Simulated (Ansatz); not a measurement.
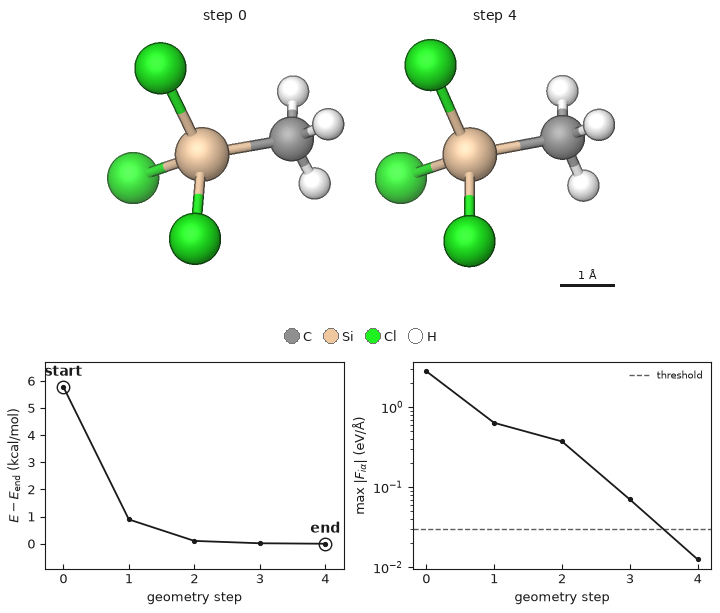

First and last geometry of a relaxation of CH3Cl3Si (coarse preliminary run), with the history of the run. A ball-and-stick model, seen at a tilt.

The start comes from a force field.

Theory: Ansatz 0.2.0, RKS PBE-D4/def2-SVP. (force threshold 0.03 eV/Å; at most 200 steps)

What do the curves and the structures tell?

Answer. It converged. Over 4 geometry steps the energy falls by 5.78 kcal/mol. The largest force component goes from 2.8 to 0.013 eV/Å. The atom that moves furthest after the best rigid fit is a Cl atom (0.098 Å). Largest moves by element: Cl 0.098 Å, C 0.056 Å, H 0.049 Å, Si 0.043 Å. Among the contacts that change: C–H 1.042 → 1.108 Å, Cl–Si 2.009 → 2.069 Å, C–Si 1.812 → 1.860 Å, Cl–Si 2.037 → 2.069 Å. Among the angles between lasting bonds that change: Si–C–H 114.7° → 110.1°, H–C–H 104.4° → 108.9°, C–Si–Cl 114.6° → 110.5°. The run took about 19 core-seconds on a shared host.
